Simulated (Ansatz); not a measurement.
**Phonon calculation, with input and output: CH$_{5}$AlF$_{2}$**

The run: phonon calculation of CH$_{5}$AlF$_{2}$. Method and program: RKS PBE-D4/6-31G* (Ansatz 0.2.0).

It belongs to a series of runs on one base structure; here: vibrations at the highest image of the band. Figures and captions count atoms from 1; the log counts them from 0 in places.

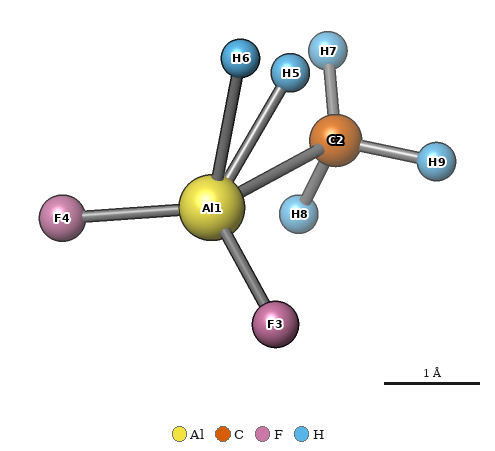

*The structure (ball-and-stick view, seen at a tilt; atoms are numbered from 1 in the order of the input). Sticks mark near contacts.*

Bond lengths as drawn: Al–C 2.09 Å, Al–F 1.66 Å, Al–H 1.66 to 1.76 Å and C–H 1.10 to 1.11 Å.

## Key numbers

```tsv
quantity	value
outcome	converged
total energy	−13140.1507 eV
mean-field energy	−13140.0227 eV
largest force (length of the vector)	0.005 eV/Å
hardware	2 threads of Intel Xeon (Sapphire Rapids), 16 GiB of memory available, shared host
wall time	27 s (CPU time 51 s)
peak memory	0.14 GiB
```

## Input file
```yaml
crystal:
  periodic: [false, false, false]
  atoms:
    - { symbol: Al, position_ang: [-0.775198, -0.124, -0.725211] }
    - { symbol: C, position_ang: [0.903939, 0.219107, 0.465318] }
    - { symbol: F, position_ang: [-0.522839, -1.339743, -1.832127] }
    - { symbol: F, position_ang: [-1.541563, 1.280328, -1.181028] }
    - { symbol: H, position_ang: [-0.435474, -0.376189, 0.876183] }
    - { symbol: H, position_ang: [-1.455856, -0.749569, 0.773495] }
    - { symbol: H, position_ang: [0.943012, 0.781043, 1.414031] }
    - { symbol: H, position_ang: [1.279166, 0.938352, -0.29788] }
    - { symbol: H, position_ang: [1.604815, -0.629329, 0.50712] }
basis:
  gaussian: { orbitals: "6-31G*" }
hamiltonian:
  xc: pbe
  dispersion: d4
phonons: {}
```

Run as:
```bash
ansatz run input.yaml --threads 2 --pin off --max-ram 3072MiB --backend cpu --events-out ev --progress --plain --runs-dir out
```

## What the program printed
```
Engine: ansatz 0.2.0, x86_64-unknown-linux-gnu
Functional definition: PBE
  parameter kappa = 0.804
  parameter beta = 0.06672455060314922
  exchange = pbe_x(kappa = kappa, mu = beta*pi^2/3)
  correlation = pbe_c(beta = beta)
855 factors; their error is unknown
mean field evaluation 1: about -13131.4005 eV, gradient 6.7e1 eV
mean field evaluation 2: about -13109.2653 eV, gradient 1.3e2 eV
mean field evaluation 4: about -13139.9326 eV, gradient 7.4e0 eV
mean field evaluation 8: about -13140.0631 eV, gradient 2.6e-1 eV
mean field evaluation 16: about -13140.0226 eV, gradient 1.0e-4 eV
mean field -13140.02263578 eV, -482.8869252377 hartree, gradient 3.0e-5 eV, S^2 0.000000; 0 other end points of the search recorded, 0 dependent functions left out
the calculation of the forces begins
reference -13140.02268403 eV, -482.8869270107 hartree; 21, 21 occupied and 53, 53 virtual orbitals, 855 factors
these checks for a lower state are left out or cut short: stability, starts, cluster_reference, orbital_swaps, neighbouring_geometries, increment
855 factors; their error is unknown
mean field -13140.02257509 eV, -482.8869230073 hartree, gradient 1.3e-6 eV, S^2 0.000000; 0 other end points of the search recorded, 0 dependent functions left out
[... from here on the field's lines of each further geometry are left out, up to the last ...]
the calculation of the forces begins
reference -13140.02267068 eV, -482.8869265201 hartree; 21, 21 occupied and 53, 53 virtual orbitals, 855 factors
these checks for a lower state are left out or cut short: stability, starts, cluster_reference, orbital_swaps, neighbouring_geometries, increment
855 factors; their error is unknown
mean field -13140.02262256 eV, -482.8869247518 hartree, gradient 1.1e-6 eV, S^2 0.000000; 0 other end points of the search recorded, 0 dependent functions left out
the calculation of the forces begins
reference -13140.02267081 eV, -482.8869265249 hartree; 21, 21 occupied and 53, 53 virtual orbitals, 855 factors
WARN: phonons: modes at or below zero, which the zero-point energy, F, S and C_V leave out: 1, the lowest at -1349.62 cm⁻¹. A minimum has none, and a first-order saddle one
Total energy: -13140.15067953 eV, -482.8916307587 hartree
Atom 0 at    -0.775198    -0.124000    -0.725211 Å, force    -0.002388    -0.001607    -0.003935 eV/Å
Atom 1 at     0.903939     0.219107     0.465318 Å, force     0.004349    -0.000940     0.000825 eV/Å
Atom 2 at    -0.522839    -1.339743    -1.832127 Å, force    -0.001004     0.002548     0.001527 eV/Å
Atom 3 at    -1.541563     1.280328    -1.181028 Å, force     0.000935    -0.002053    -0.000982 eV/Å
Atom 4 at    -0.435474    -0.376189     0.876183 Å, force    -0.000365     0.001230     0.000483 eV/Å
Atom 5 at    -1.455856    -0.749569     0.773495 Å, force     0.000104     0.000071     0.001041 eV/Å
Atom 6 at     0.943012     0.781043     1.414031 Å, force    -0.000919     0.000158     0.001339 eV/Å
Atom 7 at     1.279166     0.938352    -0.297880 Å, force    -0.000797     0.001100     0.001033 eV/Å
Atom 8 at     1.604815    -0.629329     0.507120 Å, force     0.000086    -0.000508    -0.001332 eV/Å
Dipole moment:     0.351311     0.036182     0.458292 e Å
Vibrations: -1349.62 35.88 153.57 232.18 288.00 442.32 509.63 628.42 704.89 772.65 931.98 1001.14 1220.35 1232.04 1437.18 1461.24 1620.86 1994.64 2930.56 3046.04 3105.99 cm⁻¹, zero-point energy 1.472286 eV
```

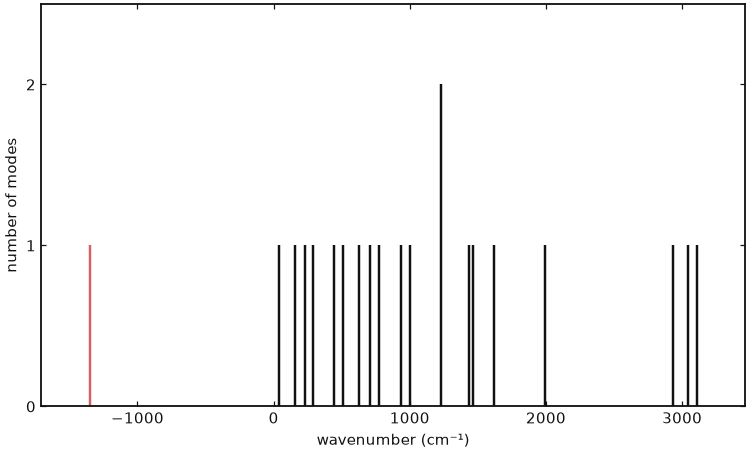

*Harmonic vibrational wavenumbers from the force constants; neighbouring modes closer than 20 cm⁻¹ are counted in one stick, and imaginary ones are drawn at negative wavenumbers.*

21 modes from 1350i to 3106 cm⁻¹, 1 imaginary beyond 8i (1350i cm⁻¹): a first-order saddle point, if the geometry is stationary.
